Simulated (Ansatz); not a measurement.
The starting structures come from a database of crystals and need not be the phases stable at ambient conditions.

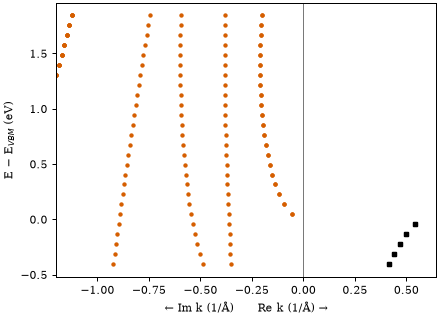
Figure: Complex bands at the centre of the two-dimensional zone; r2SCAN (Ansatz, a quantum-chemistry and plane-wave program)

The gap is the functional's own, uncorrected, and κ follows it; spin-orbit coupling is left out. Mid-gap values are interpolated between the computed energies.

Question: This is K₂PdC₂ (P-3m1, not sure to be the ambient phase, 5 atoms a cell, 23.9 Å³ an atom) along the normal of (001). Read off the slowest decay at the centre of the two-dimensional zone at 0.77 eV, the computed energy nearest the middle of the gap.

Answer: κ ≈ 0.19 1/Å, a decay length 1/(2κ) of the density of 2.6 Å.
